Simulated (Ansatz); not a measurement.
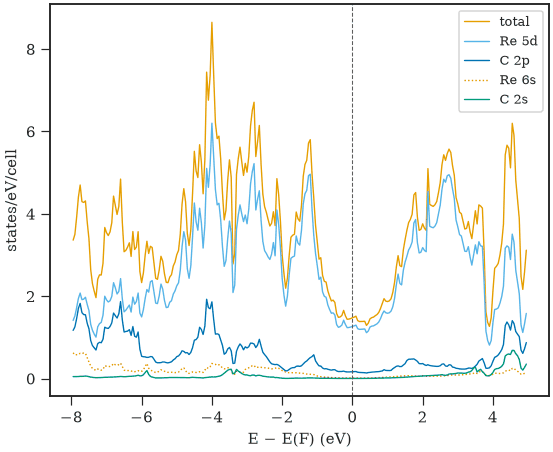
Figure. Total and projected density of states of Re2C in space group P6_3/mmc (No. 194; Re on 4f, C on 2c), DFT-r²SCAN in the program Ansatz with PAW potentials

Problem. Which orbitals carry the states next to the Fermi level?

Solution. Within 0.5 eV of the Fermi level: Re 5d 85 %, C 2p 11 %. Projections are on Löwdin-orthogonalised atomic valence shells; empty p or d shells of many metals are not among them.

Problem. Where is the tallest occupied peak in this window, and what makes it?

Solution. Near -4.0 eV, about 8.6 states/eV per cell; the largest projected share is Re 5d.

The workflow started from a Materials Project entry (that database holds measured and hypothetical structures alike); the Crystallography Open Database copy checked does not list it. Its standing as an ambient phase is unchecked. The r²SCAN relaxation kept the symmetry of its start; whether a distortion lowers the energy is not shown. The run is not spin-polarised. Scalar-relativistic: spin–orbit coupling is off unless named, which matters more the heavier the elements.

Potentials: the later of the program's two PAW sets.
